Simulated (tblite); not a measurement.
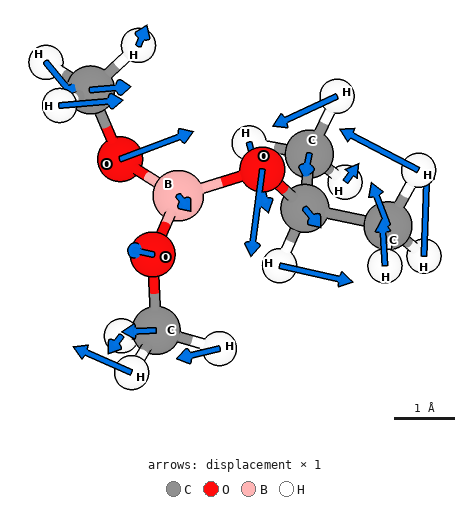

This is a relaxation of C5H13BO3. The starting structure is drawn; blue arrows show the displacements, at their true length. The two geometries are superimposed by the best rigid fit.

Style: ball-and-stick. Shown at a tilt.

Method: GFN2-xTB geometry optimisation, gas phase in tblite 0.8.0. 

What happened in the run?

An O atom moves most after the best rigid fit: 1.67 Å. Largest moves by element: O 1.67 Å, H 1.63 Å, C 0.88 Å, B 0.45 Å. Some distances before and after: B–O 1.487 → 1.358 Å, B–O 1.474 → 1.367 Å, C–H 1.116 → 1.087 Å, C–O 1.393 → 1.410 Å. Bond angles that change, for instance: B–O–C 111.5° → 125.6°, B–O–C 107.8° → 120.7°, C–O–B 110.0° → 121.4°. Groups turn about C–O by about 160°, C–O by about 120°, B–O by about 90°. After 196 geometry steps the energy has fallen by 49.8 kcal/mol.
